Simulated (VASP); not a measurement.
Band structure of Mg2SeS (space group P-4m2). Calculation: HSE06 screened hybrid, VASP's PBE PAW potentials (set 64) (plane waves; VASP).

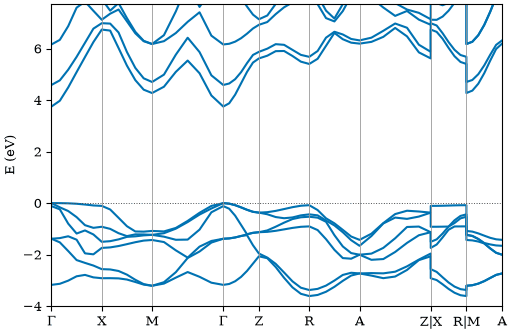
Bands along high-symmetry lines, zero at the valence-band maximum or, without a gap, the Fermi level

Problem. Read the plot: is there a gap, and where are the band edges?

Solution. The gap is direct, 3.75 eV, from the valence maximum at Γ to the conduction minimum at Γ.

The structure comes from a computed database's Mg2SeS entry (P-4m2); how it stands against other phases isn't given here. It was relaxed first. The cell's shape comes from a PBE relaxation.
